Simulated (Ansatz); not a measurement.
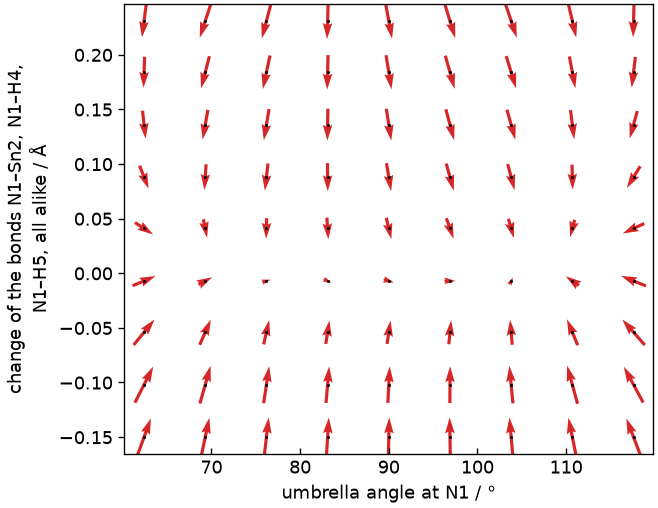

ClH3NSn, SMILES [NH2][SnH][Cl], spin multiplicity 2. Coordinates scanned: (1) umbrella angle at N1 (between each of its bonds and their common axis; 90 is planar); (2) change of the bonds N1–Sn2, N1–H4, N1–H5, all alike. Nothing is relaxed (all other coordinates rigid). The grid has 9 × 9 points. Points are written as (first, second). Theory: Ansatz 0.2.0, UKS wB97M-V/def2-SVP.

The picture shows dots at the grid points, arrows along the force (downhill), their lengths compressed.

**The arrows alone are given. Where is the energy lowest?**

The arrows converge at about (106°, 0.000 Å) (read from the interpolated surface).

The energy map of the same scan:

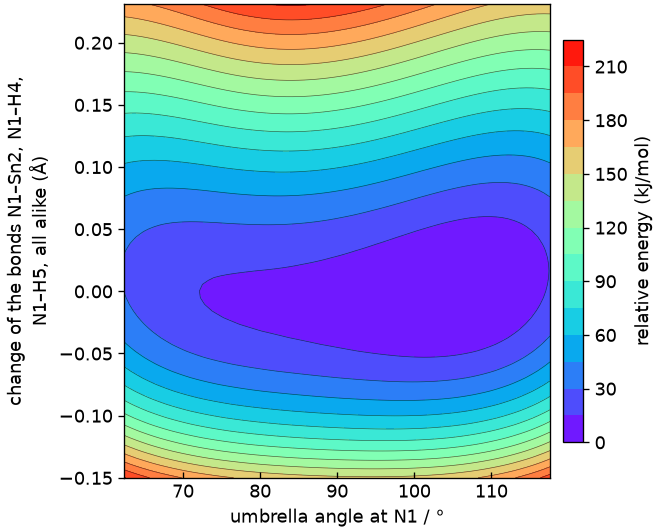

Energies are in kJ/mol, from the relaxed molecule at the same level; between grid points the surface is interpolated.
